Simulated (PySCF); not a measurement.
# C₃H₁₁GaOSi: electronic excitations

Aim: predict the electronic excitations of C₃H₁₁GaOSi (`C[O][GaH][CH2][SiH2]C`).

Programs: PySCF 2.14.0, with density-fitted response routines of our own. Each step states its level of theory. These are calculated values for one molecule in the gas phase, unless marked as measured. Atoms are numbered from 0 throughout.

**1. The starting structure**

17 atoms, charge 0, multiplicity 1; geometry from: GFN2-xTB.

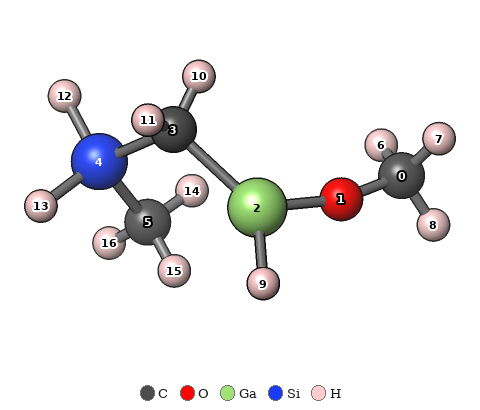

As it starts; carbon dark grey, oxygen red, gallium green, silicon blue, hydrogen pink, atoms numbered.

**2. Ultraviolet spectrum: CAM-B3LYP/def2-SVPD**

The job: settings as JSON, then the geometry in Å.

```
{"job": {"kind": "uv", "xc": "CAM-B3LYP", "basis": "def2-SVPD", "nstates": 8, "ntriplets": 3}, "charge": 0, "multiplicity": 1}
C      2.827164    -1.279488     0.432034
O      2.050046    -0.121339     0.620977
Ga     0.898400     1.148778     0.496025
C     -0.475551     1.283415    -1.001618
Si    -2.145716     0.605871    -0.385344
C     -1.797895    -0.701034     0.951560
H      2.232668    -2.085917    -0.005827
H      3.668275    -1.063103    -0.232328
H      3.216838    -1.614587     1.397234
H      1.177668     2.064110     1.719925
H     -0.105621     0.682000    -1.837297
H     -0.587128     2.309021    -1.354171
H     -2.883597    -0.016638    -1.496792
H     -2.950047     1.696685     0.189059
H     -1.186441    -1.509341     0.552769
H     -1.241411    -0.248604     1.777562
H     -2.704650    -1.137799     1.359599
```

With the program's defaults for keys left out, this is: TDDFT CAM-B3LYP/def2-SVPD, vertical, gas phase, core orbitals frozen in the response.

Launch:

```
$ OMP_NUM_THREADS=1 python probes_run.py task.json out
```

This one command runs all jobs of the session in turn.

The log of the run:

```text
coarse grid: 61744 points
cycle   1  E = -2409.9229423403  dE = -2.144e-01  |g| = 9.043e-01  |ddm| = 5.571e+00
cycle   2  E = -2409.7457925624  dE =  1.771e-01  |g| = 1.356e+00  |ddm| = 3.477e+00
cycle   3  E = -2410.0662496325  dE = -3.205e-01  |g| = 1.417e-01  |ddm| = 2.107e+00
cycle   4  E = -2410.0698364920  dE = -3.587e-03  |g| = 5.666e-02  |ddm| = 2.151e-01
cycle   5  E = -2410.0703954114  dE = -5.589e-04  |g| = 8.890e-03  |ddm| = 8.240e-02
cycle   6  E = -2410.0704111367  dE = -1.573e-05  |g| = 2.728e-03  |ddm| = 2.057e-02
cycle   7  E = -2410.0704129296  dE = -1.793e-06  |g| = 4.925e-04  |ddm| = 4.993e-03
final grid: 129144 points
cycle   8  E = -2410.0703908084  dE = -8.395e-08  |g| = 3.970e-04  |ddm| = 4.561e-03
cycle   9  E = -2410.0703908128  dE = -4.396e-09  |g| = 4.033e-04  |ddm| = 1.137e-03
cycle  10  E = -2410.0703908506  dE = -3.777e-08  |g| = 4.586e-05  |ddm| = 4.849e-04
cycle  11  E = -2410.0703908510  dE = -4.256e-10  |g| = 2.005e-05  |ddm| = 8.978e-05
converged SCF energy = -2410.0703908510

Static polarisability (au): isotropic 96.991, principal 86.244 91.518 113.211

Singlet excitations
state   eV       nm        f      main configurations
  1   5.2008    238.4   0.00647   H->L 0.94
  2   6.4875    191.1   0.01799   H->L+1 0.47, H-1->L 0.22, H->L+3 0.18
  3   6.6483    186.5   0.11021   H-1->L 0.63, H->L+1 0.20
  4   6.7732    183.1   0.00967   H-2->L 0.82
  5   7.0013    177.1   0.03796   H->L+3 0.58, H->L+1 0.23
  6   7.0775    175.2   0.17425   H->L+2 0.72
  7   7.2034    172.1   0.06671   H-1->L+1 0.52, H-1->L+3 0.28, H->L+2 0.09
  8   7.5741    163.7   0.02738   H-3->L 0.85

Triplet excitations (Tamm-Dancoff, eV): 4.9449 5.7827 5.9000
```

Wall time 38 s (1 thread of AMD EPYC 9R45, shared host); peak memory 1.1 GiB.

The orbitals next to the gap, with their largest atomic shares:

```
orbital      eV                        atoms
 HOMO−3  -10.29   C5 30 %, C3 24 %, Si4 22 %
 HOMO−2   -9.91   O1 32 %, C3 15 %, Ga2 11 %
 HOMO−1   -9.35     O1 62 %, C0 15 %, H7 8 %
   HOMO   -8.44   O1 34 %, C3 19 %, Ga2 14 %
   LUMO    0.21   Ga2 46 %, O1 14 %, H9 10 %
 LUMO+1    0.81    Ga2 46 %, Si4 9 %, C0 7 %
 LUMO+2    1.35  Ga2 16 %, Si4 14 %, C3 13 %
```

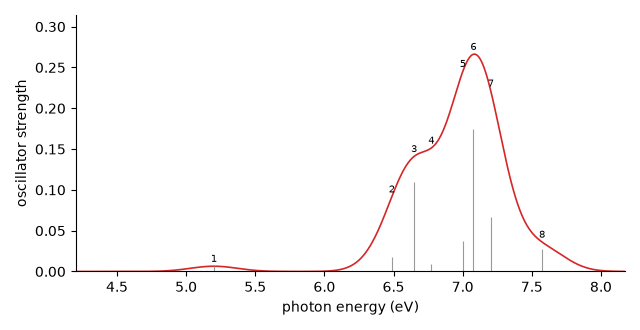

Absorption spectrum from the 8 singlet states computed; above the last one it falls off for lack of states. Lines are broadened to a width of 0.40 eV (Gaussian).

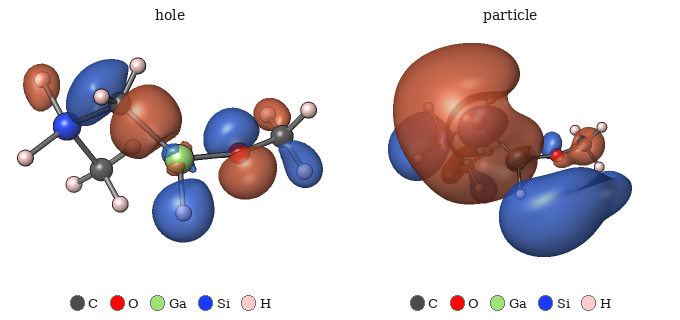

Leading natural transition orbitals of singlet state 6: the electron leaves the hole (left) for the particle orbital (right).

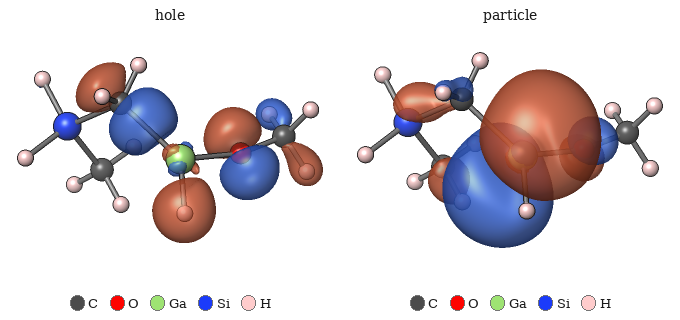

Leading natural transition orbitals of singlet state 1: the electron leaves the hole (left) for the particle orbital (right).

Further results of this job:

```
           property  computed
  dipole moment (D)      0.96
polarisability (Å³)     14.37
 HOMO–LUMO gap (eV)      8.65
      −ε(HOMO) (eV)      8.44
```

Orbitals, density, ELF and potential are computed afterwards from the orbital file.

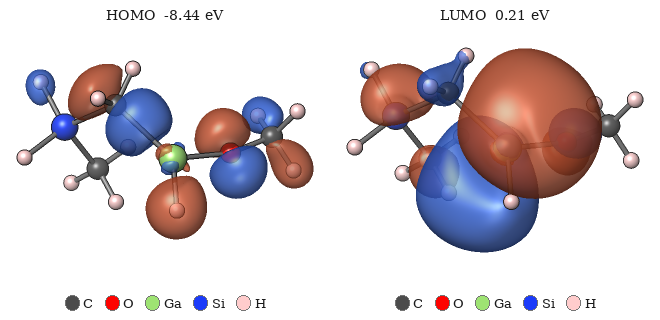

CAM-B3LYP/def2-SVPD orbitals near the gap, drawn at the value that encloses 70 % of each; the two colours are the two signs.

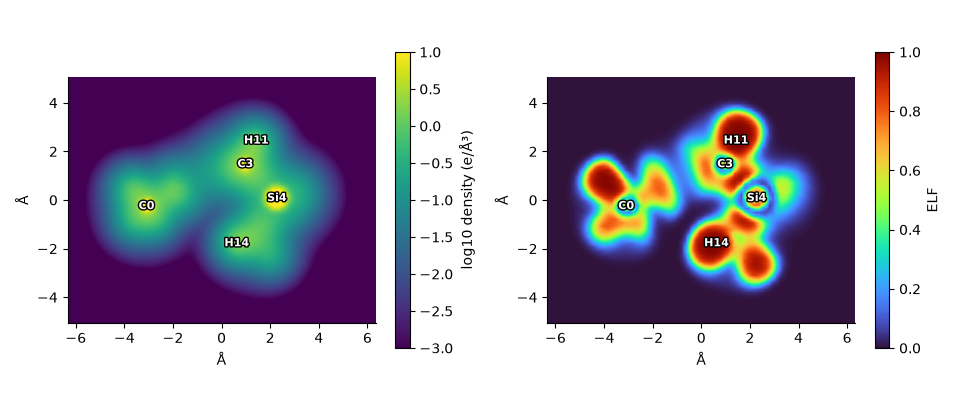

Density (left) and ELF (right) in a plane through or near 5 of the atoms.

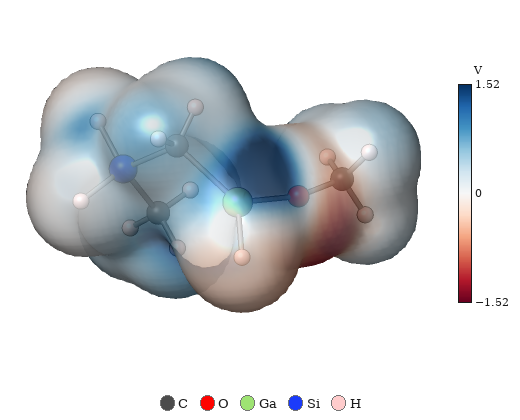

The potential that a unit positive charge feels on the 0.002 e/bohr³ surface, from -1.11 V near O1 to 1.52 V near Ga2.

**3. Results**

| quantity | value |
| --- | --- |
| lowest singlet (CAM-B3LYP/def2-SVPD) | 5.20 eV (238 nm), f = 0.006 |
| brightest single state of those computed | state 6, 7.08 eV, f = 0.174 |
| lowest triplet | 4.94 eV |
| surface potential, least and greatest | -1.11 V and 1.52 V |

**Reading.** The first singlet state (HOMO→LUMO 0.94) lies at 5.20 eV and is weak; of the 8 states computed, the strongest absorption comes from state 6 at 7.08 eV. The lowest triplet lies 0.26 eV below the lowest singlet (triplets in Tamm-Dancoff, singlets in full TDDFT).
